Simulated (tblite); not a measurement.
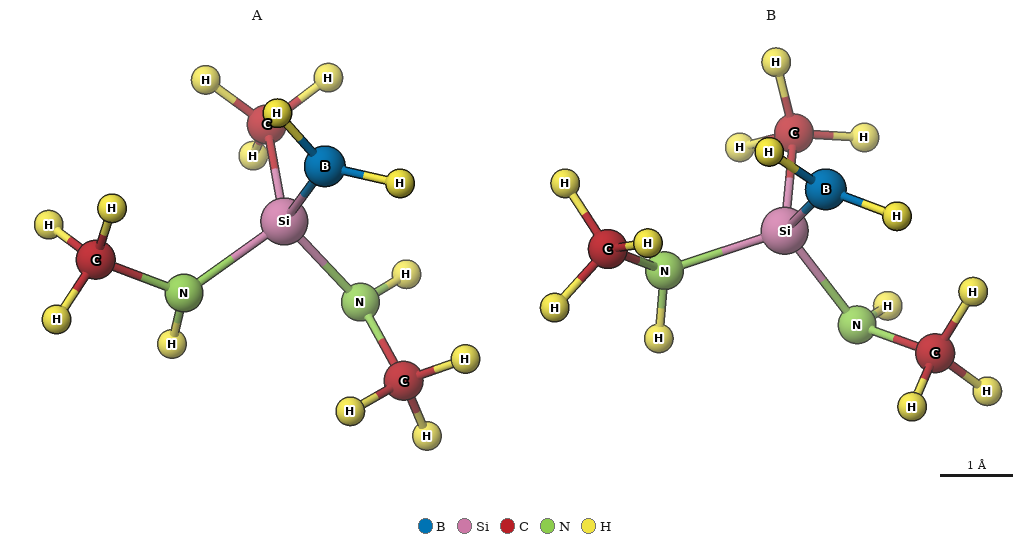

Two geometries of C$_{3}$H$_{13}$BN$_{2}$Si, drawn at one scale. One is the start of a relaxation, the other its converged end. Style: ball-and-stick. Shown from a free direction.

These are results of GFN2-xTB geometry optimisation, gas phase in tblite, not measurements. 

Question: Which of the two is the end point?

Answer: Structure A is the relaxed one. An H atom moves most after the best rigid fit: 1.01 Å. Largest moves by element: H 1.01 Å, N 0.72 Å, C 0.49 Å, B 0.38 Å, Si 0.27 Å. Near-neighbour distances that change, for instance: C–Si 1.875 → 1.924 Å, B–Si 1.929 → 1.970 Å, N–Si 1.783 → 1.742 Å, C–H 1.124 → 1.086 Å. Among the angles between lasting bonds that change: Si–N–C 115.5° → 124.2°, C–Si–N 105.5° → 113.7°, H–C–H 114.4° → 107.2°. Groups turn about N–Si by about 40°, C–Si by about 35°, C–N by about 30°. The energy falls by 0.809 eV in 163 geometry steps.
